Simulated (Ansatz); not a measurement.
The relaxed structure here is a generated cell of AlPt: the first start was made by a random draw of sites in a space group, and the end was not matched to a known phase here, so it may be hypothetical.

The end point of a relaxation of AlPt. Space group R-3m (No. 166), AFLOW prototype AB_hR2_166_a_b (L1_1, as in CuPt). The numbers are results of PBEsol (plane waves to 420 eV, PAW, scalar-relativistic; Ansatz, a quantum-chemistry and plane-wave program), not measurements.

```xyz
2
Lattice="1.4482 0.8361 4.0401 -1.4482 0.8361 4.0401 0.0000 -1.6723 4.0401" Properties=species:S:1:pos:R:3 pbc="T T T"
Al     0.0000     0.0000     0.0000
Pt     0.0000     0.0000     6.0601
```

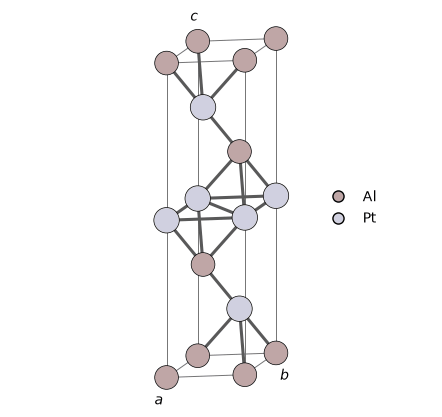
*The conventional cell of the relaxed structure*

| Item | Value |
|---|---|
| Volume per atom | 14.68 Å³ |
| Band gap | zero (metallic) |
| Shortest distances | Al–Pt 2.62 Å; Al–Al 2.90 Å; Pt–Pt 2.90 Å |
| k-mesh | 19×19×19 |

No spin polarisation in the result.

It was reached from a disturbed copy of a Fm-3m (No. 225) cell (rock salt type), against which it lies -0.23 eV/atom.
